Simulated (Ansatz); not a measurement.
# CH5ISiTe: the cost of one run

Program: Ansatz 0.2.0. Level of theory: RKS PBE0-D4/def2-SVP. These are calculated values, not measurements.

### Step 1. The system as given

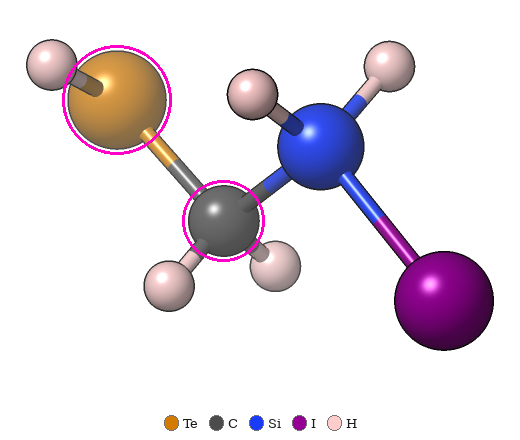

The starting structure, seen from a chosen angle (tellurium orange, carbon dark grey, silicon blue, iodine purple, hydrogen pink). Ringed: Te1, C2.

Coordinates:

```xyz
9

Te   -0.7316    2.1940    0.0927
C     0.4900    0.5686    0.5121
Si   -0.3447   -1.0008   -0.0999
I     1.2309   -2.9029    0.4147
H    -0.6199    1.9317   -1.6394
H     1.4676    0.7227   -0.0016
H     0.6854    0.5091    1.6120
H    -1.5642   -1.1652    0.5882
H    -0.5249   -0.9036   -1.4959
```

### Step 2. End point A

input.yaml

```yaml
crystal:
  periodic: [false, false, false]
  atoms:
    - { symbol: Te, position_ang: [-0.7316, 2.194, 0.0927] }
    - { symbol: C, position_ang: [0.49, 0.5686, 0.5121] }
    - { symbol: Si, position_ang: [-0.3447, -1.0008, -0.0999] }
    - { symbol: I, position_ang: [1.2309, -2.9029, 0.4147] }
    - { symbol: H, position_ang: [-0.6199, 1.9317, -1.6394] }
    - { symbol: H, position_ang: [1.4676, 0.7227, -0.0016] }
    - { symbol: H, position_ang: [0.6854, 0.5091, 1.612] }
    - { symbol: H, position_ang: [-1.5642, -1.1652, 0.5882] }
    - { symbol: H, position_ang: [-0.5249, -0.9036, -1.4959] }
basis:
  gaussian: { orbitals: def2-SVP }
hamiltonian:
  xc: pbe0
  dispersion: d4
relax:
  f_tol: 0.015
  max_steps: 40
```

Run with:

```bash
ansatz run input.yaml --threads 2 --pin off --max-ram 3072MiB --backend cpu --events-out ev --progress --plain --runs-dir out
```

Q: Estimate wall time and peak memory on 2 threads of Arm Neoverse V1, shared host.

About 45 s, with a peak of 0.3 GiB.
